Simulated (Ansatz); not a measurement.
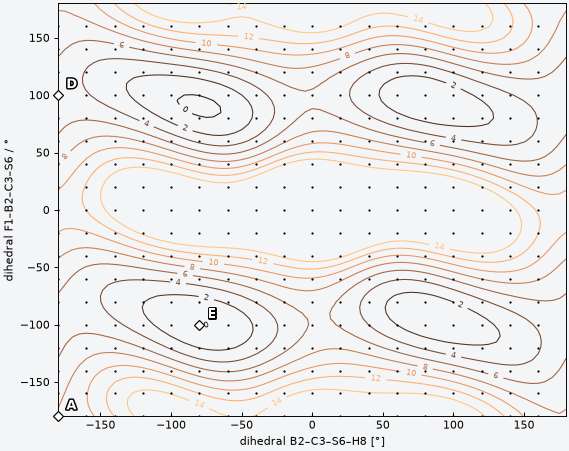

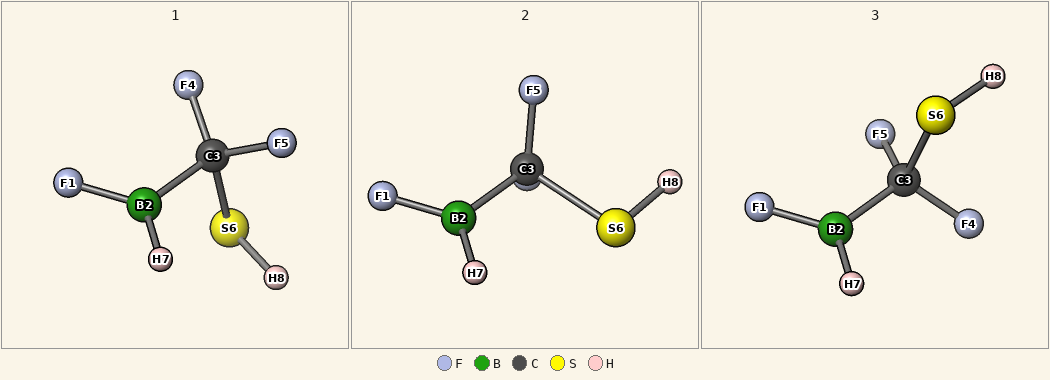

CH2BF3S, SMILES FBC(F)(F)S. The first coordinate is: dihedral B2–C3–S6–H8; the second: dihedral F1–B2–C3–S6. Nothing is relaxed (all other coordinates rigid). The grid has 18 × 18 points. Points are written as (first, second). All energies are given in kcal/mol relative to the lowest grid point. These are results of RKS B3LYP-D4/def2-SVP in Ansatz, not measurements.

In the figure: contour lines labelled in kcal/mol (none above 14), dots at the grid points, lettered points. Between grid points the surface is interpolated. The numbered pictures are the structures at these points, in random order.

### Which structure belongs to which point?

A is structure 2: (−180°, −180°), 8.1 kcal/mol; D is structure 3: (−180°, 100°), 5.0 kcal/mol; E is structure 1: (−80°, −100°), 0.0 kcal/mol.
